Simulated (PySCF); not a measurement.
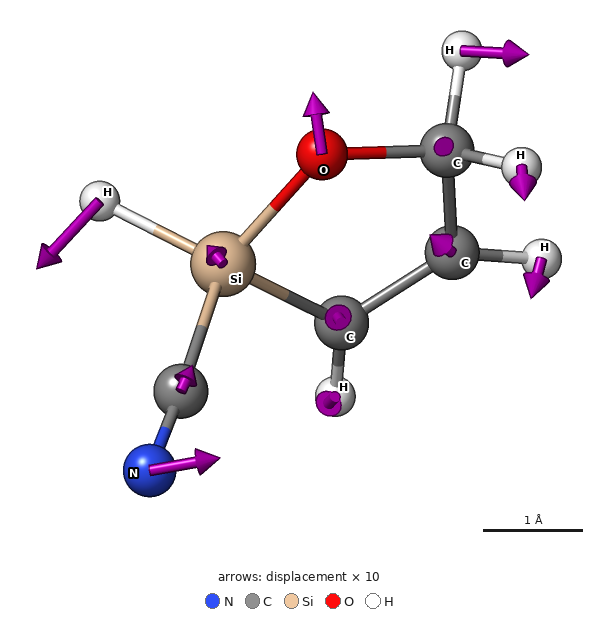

A relaxation of C$_{4}$H$_{5}$NOSi. The starting structure is drawn; purple arrows show the displacements, magnified 10 times. The two geometries are superimposed by the best rigid fit.

The picture is a ball-and-stick view, seen from a free direction.

The start comes from GFN2-xTB. Its atoms were then displaced at random by about 0.01 Å.

These are results of PBE0-D3(BJ)/def2-SVP geometry optimisation, gas phase in PySCF 2.14.0, density-fitted response routines, not measurements. 

**What happened in the run?**

The largest move after the best rigid fit is that of an H atom, 0.098 Å. Largest moves by element: H 0.098 Å, N 0.075 Å, O 0.065 Å, C 0.041 Å, Si 0.031 Å. Among the contacts that change: O–Si 1.630 → 1.671 Å, C–H 1.069 → 1.091 Å, C–Si 1.829 → 1.850 Å, C–H 1.087 → 1.106 Å. Among the angles between lasting bonds that change: C–C–H 128.5° → 123.9°, C–C–H 119.9° → 122.9°, O–Si–H 109.9° → 112.8°. Over 5 geometry steps the energy falls by 0.114 eV.
